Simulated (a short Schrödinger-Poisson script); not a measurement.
Structure: MOS inversion layer, SiO2 on p-type GaN, at 300 K.

```tsv
layer	material	thickness (nm)	Na (cm⁻³)
1	SiO2	3.1	-
2	GaN	330	1.8e18
```

Constants are typed, rounded textbook-type inputs, not results; the design itself was drawn at random and stands for no fabricated device. SiO2: permittivity 3.9, conduction-band edge (eV) 3.2, gap (eV) 9, electron mass (mₑ) 0.5. GaN: permittivity 9.5, conduction-band edge (eV) 0, gap (eV) 3.43, Nv at 300 K (cm⁻³) 4.6e19.

Channel valleys (confinement mass, in-plane density-of-states mass, number): Γ 0.2, 0.2, 1. At the gate the conduction-band edge of layer 1 lies 3.49 eV − eVg above the Fermi level of the channel; the field vanishes at the back. Gaps are held at their typed values at every temperature. Mesh 0.03 nm at interfaces.

From a short Schrödinger-Poisson script (our own, NumPy): 1D Poisson equation in equilibrium, electrons quantum, Hartree (BenDaniel-Duke, 12 states a valley, the channel's in-plane mass for all, wave functions free to enter the dielectric), parabolic valleys, classical holes, full ionisation, no traps, pinning or gate leakage.

Only gate voltages with over 1e8 electrons/cm² are shown.

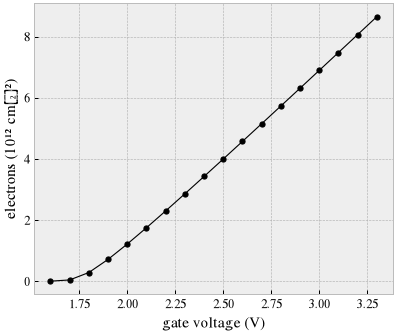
*Sheet density against gate voltage*

```
Vg (V)  electrons (cm⁻²)  C (μF/cm²)  Γ E0 (meV)  Γ E1 (meV)
------  ----------------  ----------  ----------  ----------
1.6               2.06e9       0.169       179.8       459.9
1.7              4.16e10       0.306       101.9       384.4
1.8              2.84e11       0.644        50.7       335.7
1.9              7.13e11       0.795        24.2       311.7
2                1.22e12       0.855         7.3       297.1
2.1              1.75e12       0.884        -5.7       286.5
2.2              2.30e12       0.902       -16.6       278.0
2.3              2.86e12       0.913       -26.2       270.7
2.4              3.42e12       0.921       -35.1       264.2
2.5              4.00e12       0.927       -43.4       258.1
2.6              4.57e12       0.931       -51.4       252.4
2.7              5.15e12       0.935       -59.1       246.9
2.8              5.73e12       0.938       -66.7       241.6
2.9              6.31e12       0.940       -74.1       236.3
3                6.89e12       0.942       -81.4       231.2
3.1              7.48e12       0.944       -88.7       226.1
3.2              8.06e12       0.946       -95.9       221.0
3.3              8.65e12       0.947      -103.0           -
```

Subbands count from the Fermi level; a dash marks a level above the dielectric's band edge.

In real p-type GaN the Mg acceptor is only partly ionised, and so wide a gap doesn't supply an inversion layer without source and drain.
